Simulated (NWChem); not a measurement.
# One shape, several levels: C2H2Cl2Sn (SMILES C#[C][SnH]([Cl])[Cl])

Wanted: a comparison of 4 runs (HF/STO-3G, HF/3-21G, BP86/STO-3G, PBE/def2-SVPD) of C2H2Cl2Sn. 

The calculation is run with NWChem 7.3.0.

### 1 Starting point

C2H2Cl2Sn has 7 atoms, charge 0, and is taken as a singlet. SMILES: `C#[C][SnH]([Cl])[Cl]`. The shape is that of a PBE0-D4/def2-TZVP optimisation.

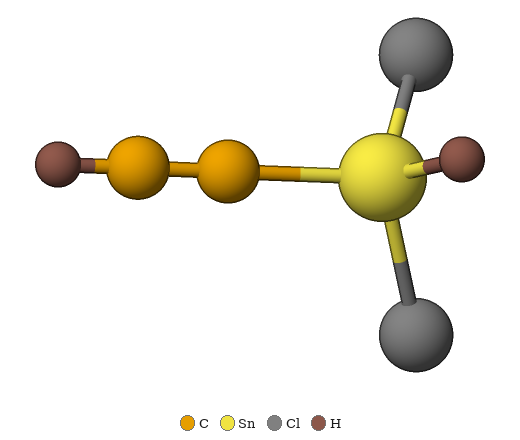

Viewed from a chosen angle; carbon amber, tin yellow, chlorine grey, hydrogen brown.

### 2 Energy and gradient at HF/STO-3G (run 1)

nw.nw

```
start nw
title "C2H2Cl2Sn gradient"
memory stack 880 mb heap 220 mb global 1100 mb
geometry noautosym nocenter noautoz
C     -1.668000     1.349700     0.386500
C     -0.744900     0.592400     0.224500
Sn     0.833800    -0.704500    -0.025300
Cl     0.163900    -2.365900    -1.482000
Cl     2.540200     0.448400    -1.069500
H     -2.485300     2.020900     0.525300
H      1.421600    -1.409000     1.394900
end
basis "ao basis" spherical bse
* library STO-3G
end
scf
nopen 0
rhf
thresh 1e-08
maxiter 80
noprint "final vectors analysis"
end
task scf gradient
```

Command:

```bash
nwchem nw.nw > nw.out
```

The program printed:

```text
[...]
  functions       =    57
[...]
  wavefunction    = RHF
[...]
         Total SCF energy =  -6948.523076448659
      One-electron energy = -10929.885324509583
      Two-electron energy =   3317.858099303478
 Nuclear repulsion energy =    663.504148757446
        Time for solution =      8.5s
[...]
                         RHF ENERGY GRADIENTS
    atom               coordinates                        gradient
                 x          y          z           x          y          z
   1 C      -3.152063   2.550563   0.730379   -0.062253   0.051005   0.011456
   2 C      -1.407657   1.119474   0.424243    0.045690  -0.037247  -0.009979
   3 Sn      1.575654  -1.331312  -0.047810    0.008638  -0.004636  -0.018288
   4 Cl      0.309726  -4.470903  -2.800574   -0.000247   0.000768   0.000269
   5 Cl      4.800282   0.847353  -2.021062   -0.000816   0.000094   0.000158
   6 H      -4.696536   3.818947   0.992673    0.001698  -0.001372  -0.000375
   7 H       2.686434  -2.662624   2.635979    0.007289  -0.008610   0.016759
[...]
```

It took 13 s on 1 thread of AMD EPYC 7B13 (Zen 3), shared host; peak memory 0.099 GiB.

### 3 Energy and forces at HF/3-21G (run 2)

geom.xyz

```xyz
7

C     -1.668000     1.349700     0.386500
C     -0.744900     0.592400     0.224500
Sn     0.833800    -0.704500    -0.025300
Cl     0.163900    -2.365900    -1.482000
Cl     2.540200     0.448400    -1.069500
H     -2.485300     2.020900     0.525300
H      1.421600    -1.409000     1.394900
```

run.py

```python
from ase.io import read
from ase.calculators.nwchem import NWChem

mol = read('geom.xyz')

calc = NWChem(
    label='geom',
    theory='scf',
    memory='2200 mb',
    basis='3-21G',
    basispar='spherical bse',
    scf={'nopen': '0', 'rhf': None, 'thresh': '1e-08', 'maxiter': '80'},
)
mol.calc = calc

forces = mol.get_forces()
print("Total energy (eV):", round(mol.get_potential_energy(), 6))
print("forces (eV/A):")
for s, f in zip(mol.symbols, forces):
    print(f"{s:2s} {f[0]:10.5f} {f[1]:10.5f} {f[2]:10.5f}")
print("dipole (e A):", mol.get_dipole_moment().round(4))
```

Command:

```bash
export ASE_NWCHEM_COMMAND="nwchem PREFIX.nwi > PREFIX.nwo"
python run.py
```

The program printed:

```text
Total energy (eV): -190136.799504
forces (eV/A):
C     0.46547   -0.37883   -0.11642
C    -1.15072    0.93578    0.27650
Sn   -0.68057    0.37955    1.33435
Cl   -0.46619   -1.20718   -1.00854
Cl    1.23562    0.80835   -0.71240
H     0.45467   -0.37363   -0.07595
H     0.14177   -0.16409    0.30252
dipole (e A): [-0.4471  0.265   0.7703]
```

The calculator wrote geom.nwi:

```
title "geom"

permanent_dir geom

scratch_dir geom

start geom

geometry units angstrom nocenter noautosym noautoz
  C  -1.6679999999999999e+00 1.3496999999999999e+00 3.8650000000000001e-01
  C  -7.4490000000000001e-01 5.9240000000000004e-01 2.2450000000000001e-01
  Sn 8.3379999999999999e-01 -7.0450000000000002e-01 -2.5300000000000000e-02
  Cl 1.6389999999999999e-01 -2.3658999999999999e+00 -1.4820000000000000e+00
  Cl 2.5402000000000000e+00 4.4840000000000002e-01 -1.0694999999999999e+00
  H  -2.4853000000000001e+00 2.0209000000000001e+00 5.2529999999999999e-01
  H  1.4216000000000000e+00 -1.4090000000000000e+00 1.3949000000000000e+00
end

memory 2200 mb

basis spherical bse noprint
   * library 3-21G
end

scf
  nopen 0
  rhf
  thresh 1e-08
  maxiter 80
end

task scf gradient
```

geom.nwo:

```text
Northwest Computational Chemistry Package (NWChem) 7.3.0
             --------------------------------------------------------

           Job information
           ---------------

    nwchem branch   = 7.3.0
    use scalapack   = T
    input           = geom.nwi
    prefix          = geom.
    data base       = geom/geom.db
    status          = startup
    nproc           =        1

           Memory information
           ------------------

    heap     =     72089594 doubles =      550.0 Mbytes
    stack    =     72089599 doubles =      550.0 Mbytes
    global   =    144179200 doubles =     1100.0 Mbytes (distinct from heap & stack)
    total    =    288358393 doubles =     2200.0 Mbytes
    verify   = yes
    hardfail = no

[... 137 lines left out ...]
 Convergence threshold     :          1.000E-08
[... 12 lines left out ...]
       Final RHF  results
[... 3 lines left out ...]
      One-electron energy = -10961.348199886483
[... 1 line left out ...]
 Nuclear repulsion energy =    663.504148757446
[... 67 lines left out ...]
                       ROHF Final Molecular Orbital Analysis
[... 254 lines left out ...]
                 ----------------------------------------
                 |  Time  |  1-e(secs)   |  2-e(secs)   |
                 ----------------------------------------
                 |  CPU   |       0.01   |       3.33   |
                 ----------------------------------------
                 |  WALL  |       0.01   |       3.33   |
                 ----------------------------------------

 Task  times  cpu:       12.7s     wall:       12.7s
 Total times  cpu:       12.7s     wall:       12.7s
```

Run time: 14 s. Hardware: 1 thread of AMD EPYC 7B13 (Zen 3), shared host; peak memory 0.1 GiB.

### 4 Energy and forces at BP86/STO-3G (run 3)

c2h2cl2sn.nw

```
start c2h2cl2sn
memory 2200 mb
charge 0

geometry units angstrom noautosym nocenter noautoz
C    -1.668000    1.349700    0.386500
C    -0.744900    0.592400    0.224500
Sn    0.833800   -0.704500   -0.025300
Cl    0.163900   -2.365900   -1.482000
Cl    2.540200    0.448400   -1.069500
H    -2.485300    2.020900    0.525300
H     1.421600   -1.409000    1.394900
end

basis spherical bse
* library STO-3G
end

dft
xc becke88 perdew86
grid xfine
convergence energy 1e-08
maxiter 100
mulliken
end

task dft gradient
```

Command:

```bash
nwchem c2h2cl2sn.nw > c2h2cl2sn.out
```

The program printed:

```text
[...]
          Wavefunction type:  closed shell.
          No. of atoms     :     7
          No. of electrons :    98
[...]
          Charge           :     0
          Spin multiplicity:     1
[...]
          AO basis - number of functions:    57
[...]
              XC Information
              --------------
                    Becke 1988 Exchange Functional  1.000
                Perdew 1981 Correlation Functional  1.000 local
                Perdew 1986 Correlation Functional  1.000 non-local
[...]
 d= 0,ls=0.0,diis     1  -6952.6000794801 -7.62D+03  3.68D-02  3.88D-01     1.9
[...]
 d= 0,ls=0.0,diis    10  -6952.6952576766 -2.33D-09  2.65D-07  1.52D-10    13.2
         Total DFT energy =    -6952.695257676610
      One electron energy =   -10929.783082898215
           Coulomb energy =     3543.615227725876
    Exchange-Corr. energy =     -230.031551261716
 Nuclear repulsion energy =      663.504148757446
[...]
      Total Density - Mulliken Population Analysis
     ---------------------------------------------
    Atom       Charge   Shell Charges
 -----------   ------   -------------------------------------------------------
    1 C    6     6.12   1.99  1.15  2.97
    2 C    6     6.25   1.99  1.25  3.00
    3 Sn  50    48.98   2.00  2.00  6.00  2.00  5.99  2.01  5.97  1.12  1.97 10.00  9.93
    4 Cl  17    17.34   2.00  2.00  5.99  2.00  5.36
    5 Cl  17    17.34   2.00  2.00  5.99  2.00  5.36
    6 H    1     0.88   0.88
    7 H    1     1.09   1.09
[...]
  wavefunction    = closed shell
                         DFT ENERGY GRADIENTS
    atom               coordinates                        gradient
                 x          y          z           x          y          z
   1 C      -3.152063   2.550563   0.730379    0.014673  -0.012066  -0.002340
   2 C      -1.407657   1.119474   0.424243   -0.047847   0.039408   0.007041
   3 Sn      1.575654  -1.331312  -0.047810    0.016906  -0.011041  -0.022221
   4 Cl      0.309726  -4.470903  -2.800574    0.002238   0.006418   0.005085
   5 Cl      4.800282   0.847353  -2.021062   -0.006564  -0.004008   0.003546
   6 H      -4.696536   3.818947   0.992673    0.015741  -0.012912  -0.002722
   7 H       2.686434  -2.662624   2.635979    0.004853  -0.005799   0.011611
[...]
```

Run time: 18 s. Hardware: 1 thread of AMD EPYC 7B13 (Zen 3), shared host; peak memory 0.14 GiB.

### 5 Energy and forces at PBE/def2-SVPD (core potential) (run 4)

a.nw

```
echo
start a
title "C2H2Cl2Sn"
memory 2200 mb

geometry noautosym nocenter noautoz
  C     -1.668000     1.349700     0.386500
  C     -0.744900     0.592400     0.224500
  Sn     0.833800    -0.704500    -0.025300
  Cl     0.163900    -2.365900    -1.482000
  Cl     2.540200     0.448400    -1.069500
  H     -2.485300     2.020900     0.525300
  H      1.421600    -1.409000     1.394900
end

basis spherical bse
  * library def2-SVPD
end

ecp bse
  Sn library def2-SVPD
end

dft
  xc xpbe96 cpbe96
  mult 1
  grid fine
  convergence energy 1e-08
  iterations 100
  mulliken
end

task dft gradient
```

Command:

```bash
nwchem a.nw > a.out
```

The program printed:

```text
[...]
          Wavefunction type:  closed shell.
          No. of atoms     :     7
          No. of electrons :    70
[...]
          Charge           :     0
          Spin multiplicity:     1
[...]
          AO basis - number of functions:   142
[...]
              XC Information
              --------------
          PerdewBurkeErnzerhof Exchange Functional  1.000
            Perdew 1991 LDA Correlation Functional  1.000 local
           PerdewBurkeErnz. Correlation Functional  1.000 non-local
[...]
 d= 0,ls=0.0,diis     1  -1211.2044442018 -1.57D+03  2.64D-02  7.49D-01     5.9
[...]
 d= 0,ls=0.0,diis    11  -1211.2993172206 -3.32D-09  5.89D-07  4.51D-09    51.3
         Total DFT energy =    -1211.299317220556
      One electron energy =    -2472.230617202330
           Coulomb energy =      983.809613210061
    Exchange-Corr. energy =      -85.575388802419
 Nuclear repulsion energy =      362.697075574132
[...]
      Total Density - Mulliken Population Analysis
     ---------------------------------------------
    Atom       Charge   Shell Charges
 -----------   ------   -------------------------------------------------------
    1 C    6     7.19   1.98  0.96  1.80  0.17  2.03  0.22  0.02  0.01
    2 C    6     4.47   1.99  0.97 -0.39 -0.70  2.01  0.66  0.02 -0.09
    3 Sn  22    21.19   0.42  1.60  1.22 -0.13 -0.00  2.76  3.25  1.49  0.21  9.70  0.61  0.06
    4 Cl  17    17.55   2.00  1.98  1.30  0.67  0.09  5.93  2.15  3.12  0.29  0.01  0.02
    5 Cl  17    17.55   2.00  1.98  1.30  0.67  0.09  5.93  2.15  3.12  0.29  0.01  0.02
    6 H    1     1.10   0.75  0.35  0.03 -0.02
    7 H    1     0.95   0.68  0.23  0.01  0.03
[...]
  wavefunction    = closed shell
                         DFT ENERGY GRADIENTS
    atom               coordinates                        gradient
                 x          y          z           x          y          z
   1 C      -3.152063   2.550563   0.730379    0.026098  -0.021381  -0.004774
   2 C      -1.407657   1.119474   0.424243   -0.028036   0.022981   0.005053
   3 Sn      1.575654  -1.331312  -0.047810    0.003941  -0.001306  -0.013923
   4 Cl      0.309726  -4.470903  -2.800574    0.005362   0.013743   0.011598
   5 Cl      4.800282   0.847353  -2.021062   -0.014070  -0.009271   0.008214
   6 H      -4.696536   3.818947   0.992673    0.008893  -0.007299  -0.001491
   7 H       2.686434  -2.662624   2.635979   -0.002188   0.002534  -0.004676
[...]
```

It took 70 s on 1 thread of AMD EPYC 7B13 (Zen 3), shared host; peak memory 0.14 GiB.

### 6 All runs side by side

```tsv
run	level	iteration cap	module	energy (Eh)	dipole moment (D)	largest force (eV/Å)	wall time
1	HF/STO-3G	80	scf	-6948.523076	3.73	4.180	13 s
2	HF/3-21G	80	scf	-6987.398559	4.46	1.641	14 s
3	BP86/STO-3G	100	dft	-6952.695258	3.09	3.208	18 s
4	PBE/def2-SVPD (core potential)	100	dft	-1211.299317	2.71	1.882	70 s
```

### 7 What came out

| quantity | value |
| --- | --- |
| run 4: total energy | -1211.29932 Eh |
| run 4: dipole moment | 2.71 D |
| run 4: HOMO energy | -7.68 eV |
| run 4: LUMO energy | -2.58 eV |
| run 4: HOMO–LUMO gap | 5.09 eV |
| run 4: largest force on an atom | 1.882 eV/Å |

**Reading.** The dipole moment (its size) runs from 2.71 D (PBE/def2-SVPD) to 4.46 D (HF/3-21G). The two ends differ in method and basis and core potential. Over runs 2, 3, 4 the HOMO–LUMO gap runs from 5.09 eV (PBE/def2-SVPD) to 13.82 eV (HF/3-21G). Totals of different functionals can't be ranked against each other. Some runs of one species differ in core potentials or relativity; totals across that change don't compare. In runs 1, 3 the basis is minimal, so the values are rough. In runs 1, 2, 3 relativity is left out where basis or elements ask for it. All runs together took 1.9 min, the longest 70 s.
